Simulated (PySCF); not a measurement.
C2H11FNSi3 (doublet)

```xyz
18

C     2.5311    0.8846   -0.2178
Si    2.2196   -0.9722    0.0596
Si    0.4520   -1.5969   -1.2503
C    -1.3055   -0.9450   -0.7783
F    -1.7513   -1.7292    0.3123
Si   -1.5036    0.9039   -0.2796
N    -3.1154    1.4186    0.0357
H     3.4307    1.2071    0.2979
H     1.7072    1.4895    0.1492
H     2.6606    1.1114   -1.2719
H     3.3941   -1.7077   -0.4441
H     2.2417   -1.1803    1.5212
H     0.2144   -3.0368   -1.4818
H    -2.0107   -1.1872   -1.5830
H    -0.7864    1.1035    0.9770
H    -1.0305    1.6939   -1.4152
H    -3.7573    1.5269   -0.7334
H    -3.5996    1.0222    0.8262
```

Geometry: GFN2-xTB.

Computed with UKS B3LYP, pcH-1 on C F H N Si, non-relativistic, mean-field spin-orbit, GIAO in PySCF 2.14.0, density-fitted response routines.

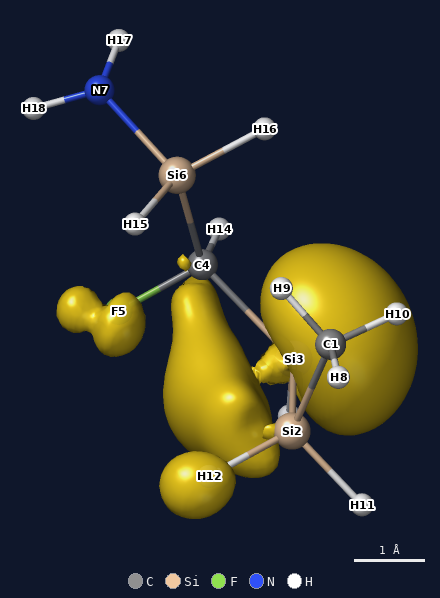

Figure 1. Isosurface of the spin density (α minus β) at +0.015 e/Å³ (yellow), seen at an oblique angle.

> Which atoms carry the spin?

The unpaired spin (1 electron) lies mostly on Si3 (about 0.7) and Si2 (about 0.1), in electrons by Hirshfeld's partition.

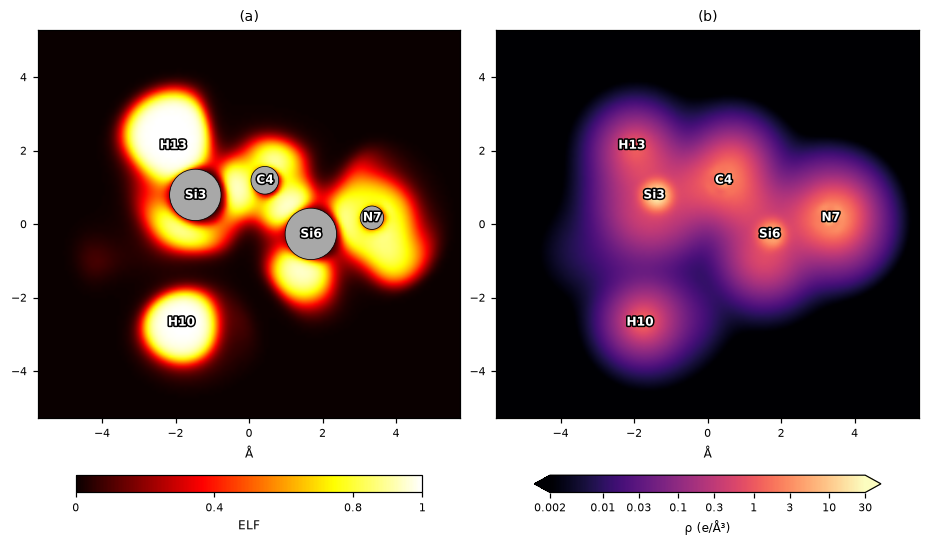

Figure 2. (a) ELF; (b) electron density on the plane of atoms C4, Si3 and H13. Grey discs cover the atomic cores in the ELF map.

> What does the map show?

- The section cuts through Si, C, N and H sites.
- Si–N (1.72 Å): ρ is about 0.8 e/Å³ halfway; the ELF peaks at about 0.90 between the atoms; a shared but strongly polarised pair.
- C–Si (1.93 Å): ρ at the midpoint is about 0.83 e/Å³; the ELF peaks at about 0.95 between the atoms (a shared electron pair).
- Si–H (1.48 Å): ρ at the midpoint is about 0.69 e/Å³; the ELF climbs to about 1 towards the hydrogen, as it does in any bond to H: an ordinary covalent bond to hydrogen.
- The ELF also peaks beside N7, away from the bonds: non-bonding electrons, paired or unpaired.

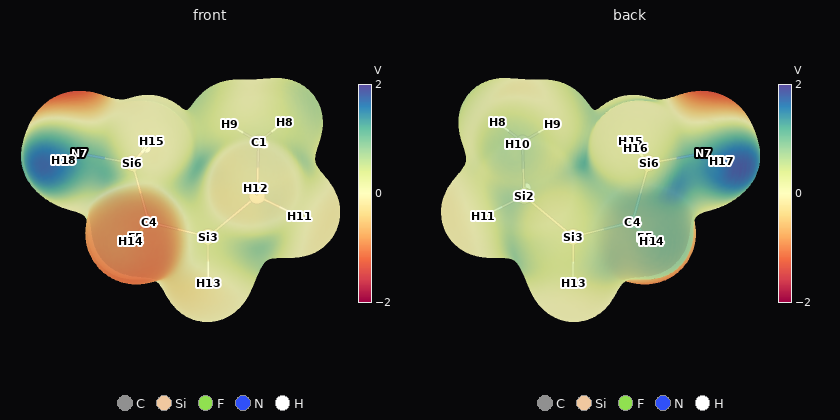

Figure 3. The molecular electrostatic potential painted on the density surface at 0.002 e/bohr³, seen from the front and from behind; the colour scale runs from red (negative) to blue (positive).

> Describe the electrostatic potential map.

The most negative region (about −1.3 V) lies over N7, the most positive (about +1.8 V) over H17. N7 is the likeliest acceptor of a hydrogen bond.
